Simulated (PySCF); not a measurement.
C8H6O2S, SMILES c1c(Oc2ccsc2)occ1 at its GFN2-xTB optimised geometry (Å):

```
17

C      0.8441    -2.8664     1.2023
C      0.0625    -2.0400     1.9403
O      0.2144    -0.7559     1.5347
C      1.1013    -0.7768     0.5225
O      1.5093     0.3665    -0.0584
C      0.6962     1.4722     0.0000
C     -0.7246     1.4722     0.0000
C     -1.2302     2.7295     0.0002
S     -0.0008     3.9289    -0.0095
C      1.2246     2.7290     0.0000
C      1.5280    -2.0463     0.2680
H      0.9288    -3.9289     1.2993
H     -0.6238    -2.2127     2.7437
H     -1.3255     0.5815    -0.0051
H     -2.2591     3.0275    -0.0016
H      2.2591     3.0032    -0.0115
H      2.2327    -2.3452    -0.4778
```

Method: CAM-B3LYP/def2-SVP run with PySCF. Cells within 0.4 Å of a nucleus heavier than hydrogen are left out (blank, or x).

Map of the deformation density (molecule minus spherical neutral atoms) (e/bohr³) on the plane z = 1.2 Å:

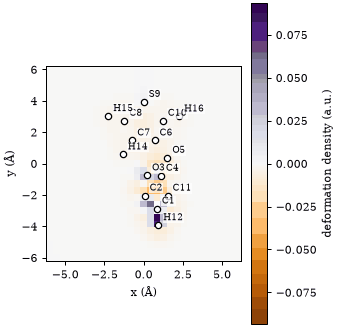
*Deformation density (molecule minus spherical neutral atoms) (e/bohr³) on the plane z = 1.2 Å.*
